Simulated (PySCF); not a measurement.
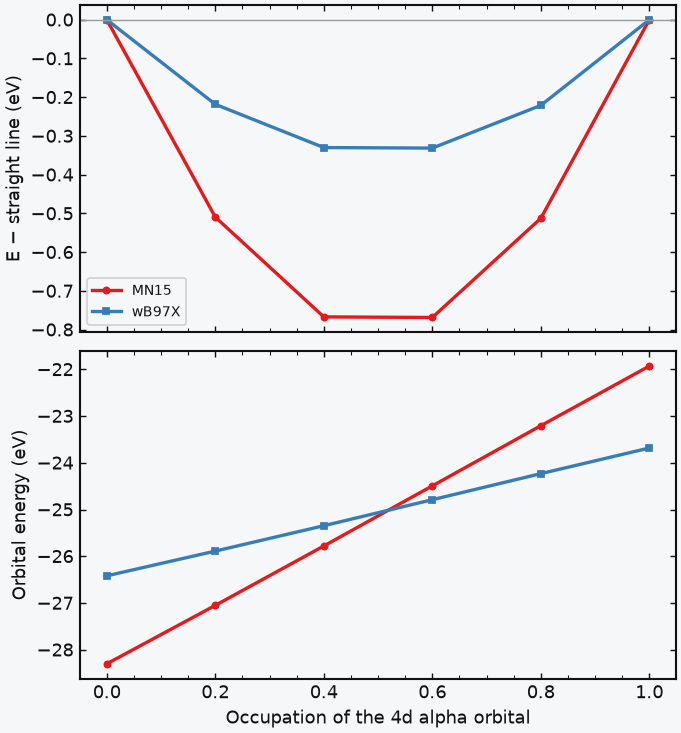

One 4d alpha orbital of Nb²⁺ ([Kr] 4d³) is emptied in steps. The plot gives the energy less the straight line between the integer ends; the lower panel gives the orbital energy. PySCF, def2-TZVPPD with a 28-electron core potential, unrestricted single determinants, no spin-orbit coupling.

Question: What do the curves say about each method?

Answer: MN15: convex (delocalisation error), largest departure −0.77 eV, removal energy 25.13 eV, orbital energy from −21.9 eV when full to −28.3 eV when empty; wB97X: convex (delocalisation error), largest departure −0.33 eV, removal energy 25.06 eV, orbital energy from −23.7 eV when full to −26.4 eV when empty. The NIST semi-empirical removal energy is 25.04 eV. The exact energy is a straight line between whole electron numbers.
